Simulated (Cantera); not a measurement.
Feed: 1 mol Si, 0.52 mol Cl₂, 22 mol N₂, held at 1.30 mbar.

Cantera equilibrium calculation (NASA polynomials, part measured and part estimated; ideal gas, pure solids and liquids). Candidate condensed phases: Si, Si₃N₄; 13 gas species. N₂ is the only nitrogen source here; it is nearly inert below about 1500 K, so the nitride shown seldom forms there in practice. The tables' values for SiCl₃ are old estimates; treat these amounts as uncertain. Equilibrium is a limit: real reactors are often held back by kinetics, nucleation or transport.

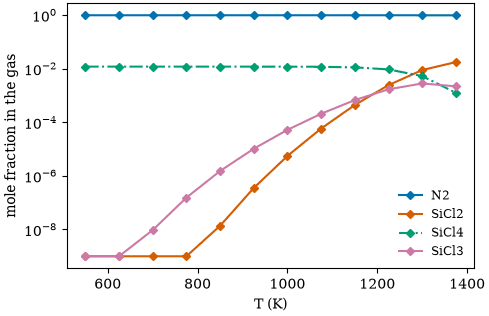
*Equilibrium gas composition (values under 1e-9 drawn at 1e-9)*

Question: Read off the mole fractions at 1225 K.

Answer: N₂ about 0.99, SiCl₄ about 0.0094, SiCl₂ about 0.0024, SiCl₃ about 0.0017.
